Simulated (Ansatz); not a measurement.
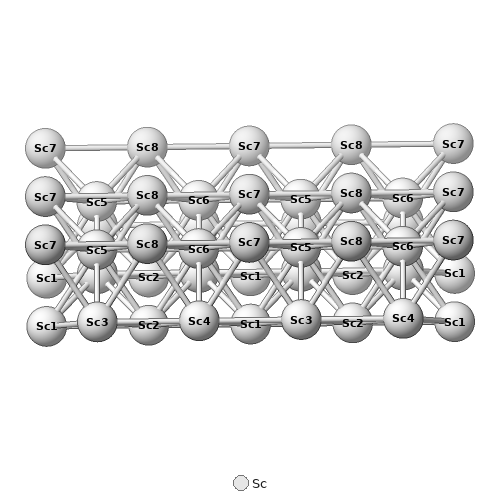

The system is Li on a Sc(100) slab cut from the P6_3/mmc phase, its upper half relaxed before the scan (8 atoms of substrate and one adsorbate in a 2 × 1 cell); the picture shows it without the atoms that are moved over the map. 
- Li is moved over the surface cell; relaxed at each place: the height of the adsorbate's atoms; substrate rigid; the origin of the map has the adsorbate above Sc7.
- Places are given modulo a cell vector. The map is drawn in real space over the plane of the surface.
- Grid: 8 × 8 points; 25 points were computed and 39 follow by symmetry.
- Places are given in fractions of the 1 × 1 surface cell.
- All energies are given in eV relative to the lowest grid point.
- These are results of Ansatz 0.2.0, DFT PBE, scalar-relativistic, plane waves, PAW, not measurements. Settings: cutoff 420 eV, k-mesh 4×5×1, gaussian smearing 0.1 eV, no spin polarisation.

Range: position of Li9 along the first surface vector from 0.000 to 0.875; position of Li9 along the second surface vector from 0.000 to 0.875.

**What will the energy surface look like?**

The lowest grid point is at a fourfold hollow over a second-layer Sc atom, (4/8, 4/8) of the cell vectors. It is the only kind of minimum in the scanned range. The highest grid point, the top site over a surface Sc atom, (0/8, 0/8) of the cell vectors, lies 1.07 eV above the lowest. On the interpolated surface the easiest way out of the lowest well to its copy in the next cell or period passes a barrier of about 0.075 eV. At the lowest point the adsorbate has 1 Sc at 2.88 Å as nearest neighbours, at the highest 1 Sc at 2.98 Å. Its relaxed height above the top atom is 1.86 Å at the lowest and 2.98 Å at the highest point.

| second ↓, first → | 0/8 | 1/8 | 2/8 | 3/8 | 4/8 | 5/8 | 6/8 | 7/8 |
| --- | --- | --- | --- | --- | --- | --- | --- | --- |
| 7/8 | 0.98 | 0.96 | 0.89 | 0.80 | 0.76 | 0.80 | 0.89 | 0.96 |
| 6/8 | 0.72 | 0.69 | 0.61 | 0.52 | 0.47 | 0.52 | 0.61 | 0.69 |
| 5/8 | 0.31 | 0.28 | 0.22 | 0.16 | 0.13 | 0.16 | 0.22 | 0.28 |
| 4/8 | 0.08 | 0.06 | 0.03 | 0.01 | 0.00 | 0.01 | 0.03 | 0.06 |
| 3/8 | 0.31 | 0.28 | 0.22 | 0.16 | 0.13 | 0.16 | 0.22 | 0.28 |
| 2/8 | 0.72 | 0.69 | 0.61 | 0.52 | 0.47 | 0.52 | 0.61 | 0.69 |
| 1/8 | 0.98 | 0.96 | 0.89 | 0.80 | 0.76 | 0.80 | 0.89 | 0.96 |
| 0/8 | 1.07 | 1.05 | 0.98 | 0.90 | 0.86 | 0.90 | 0.98 | 1.05 |

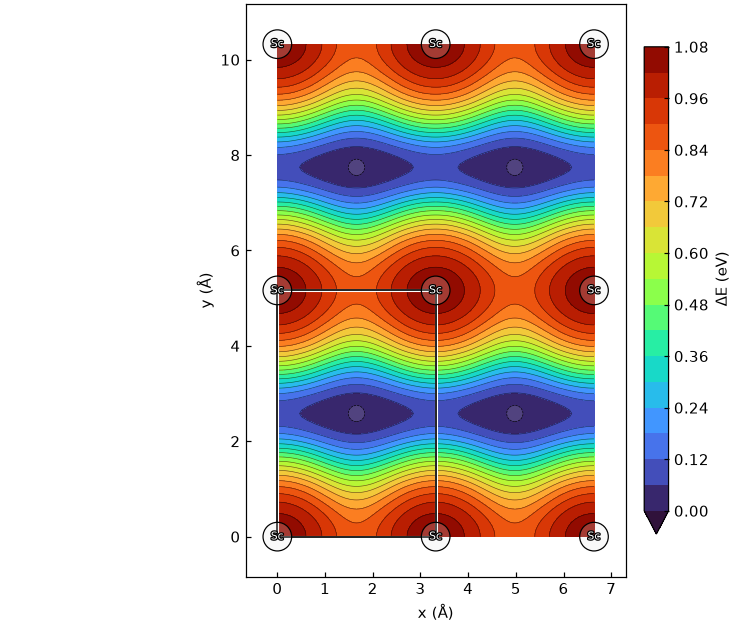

The picture shows filled contours, labelled circles for the atoms of the top layer and small ones for the second layer, the outline of one cell of the 2 × 2 shown. Between grid points the surface is interpolated.

The whole map (25 points run) took 18 min on 4 threads of Intel(R) Xeon(R) Processor @ 2.50GHz (Skylake/Cascade Lake), on a shared host.
